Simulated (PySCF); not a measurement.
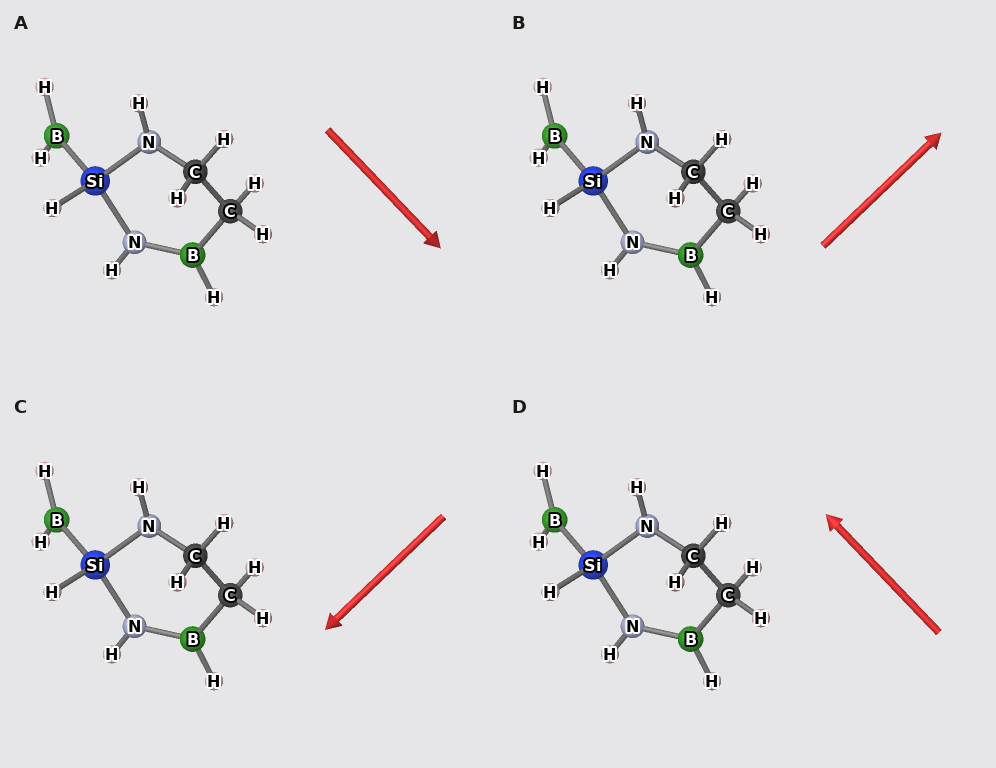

The same molecule four times, each with an arrow. Computed geometry: GFN2-xTB optimisation. No frequency run is at hand to confirm it as a minimum. Properties computed with PBE0/pcSseg-1, gas phase (PySCF 2.14.0).

Question: Which arrow points along the dipole moment, from the negative to the positive end?

Answer: D. The dipole moment is 1.43 D.

The geometry is semi-empirical. Around B, Si such bond lengths and angles can be off by a tenth of an ångström or more and by several degrees, and values that hang on the shape move with them.
